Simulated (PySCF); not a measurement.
## Electronic structure of C4H6F4O in real space

```
atom    x (Å)    y (Å)    z (Å)
   C   2.3597   0.5037   0.2378
   C   1.0836  -0.1871   0.6664
   F   0.7068   0.2572   1.9154
   O   0.0696   0.1348  -0.2418
   C  -1.1383  -0.4823  -0.0267
   F  -1.0478  -1.8157  -0.3620
   C  -2.1739   0.1657  -0.9584
   F  -3.3863  -0.3845  -0.7556
   F  -2.2859   1.4756  -0.6744
   H   2.1744   1.5709   0.1565
   H   3.1330   0.3245   0.9786
   H   2.6723   0.1166  -0.7261
   H   1.1996  -1.2787   0.7632
   H  -1.4740  -0.4425   1.0211
   H  -1.8973   0.0497  -2.0160
```

Geometry: GFN2-xTB.

Method: B3LYP/def2-SVPD, SCF density, gas phase in PySCF.

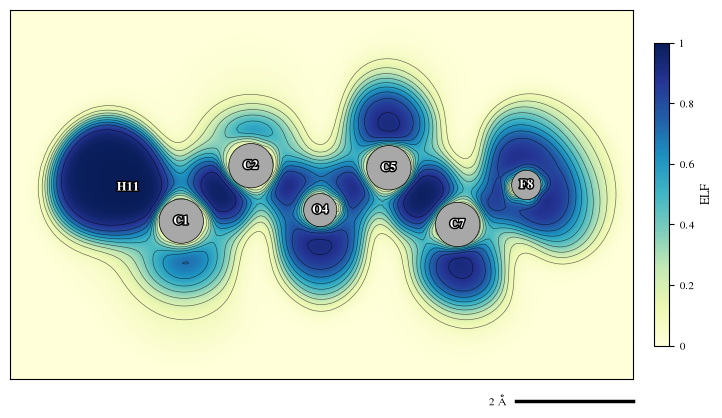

Figure 1. ELF on the plane of atoms C1, C2 and O4. Grey discs cover the atomic cores.

Question: What do the fields say about this system?

Answer: The plane passes through C, O, F and H nuclei. C–F (1.35 Å): the ELF peaks at about 0.85 between the atoms (a polar covalent bond). C–O (1.37 Å): the ELF peaks at about 0.90 between the atoms; a polar covalent bond. C–C (1.51 Å): the ELF peaks at about 1 between the atoms; a shared electron pair. C–H (1.09 Å): the ELF climbs to about 1 towards the hydrogen, as it does in any bond to H; an ordinary covalent bond to hydrogen. The ELF also peaks beside O4 and F8, away from the bonds: lone-pair regions.

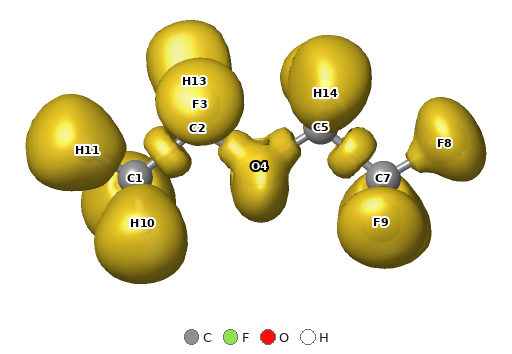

Figure 2. Isosurface of the electron localisation function at 0.75 (yellow), seen across its widest extent. Only the valence region is drawn (cores and ρ < 0.01 e/Å³ removed).

Question: Where are the electrons localised?

Answer: At this value the surface marks out two regions between bonded C–C atoms (shared pairs), six regions around hydrogen nuclei, four regions on F in which the atom's valence shell and bonds are merged and one region on O in which the atom's valence shell and bonds are merged. Along the contacts the grid gives the following. C–F (1.34 Å): the ELF peaks at about 0.85 between the atoms (a shared but strongly polarised pair).

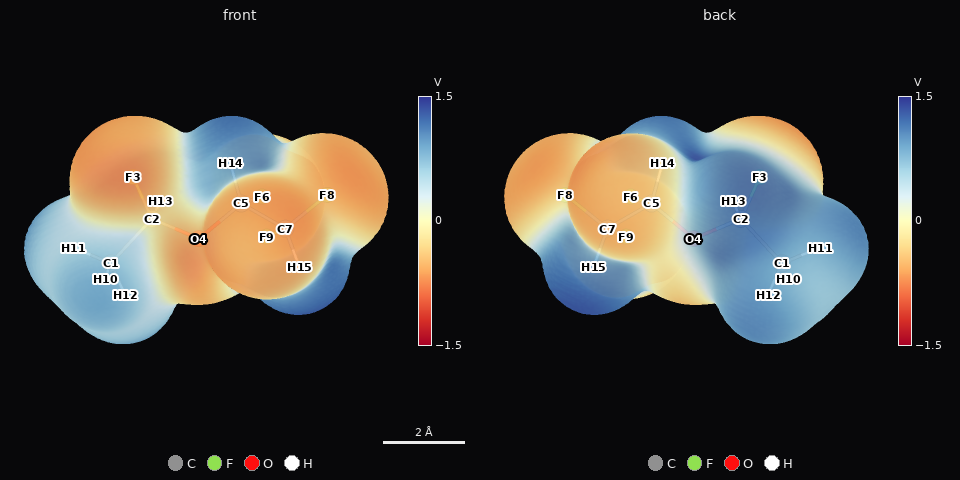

Figure 3. The molecular electrostatic potential painted on the density surface at 0.002 e/bohr³, seen from the front and from behind; red is negative and blue positive.

Question: Describe the electrostatic potential map.

Answer: The most negative region (about −0.7 V) lies over F3, O4, F6 and F9, the most positive (about +1.3 V) over C2, C5 and H15.
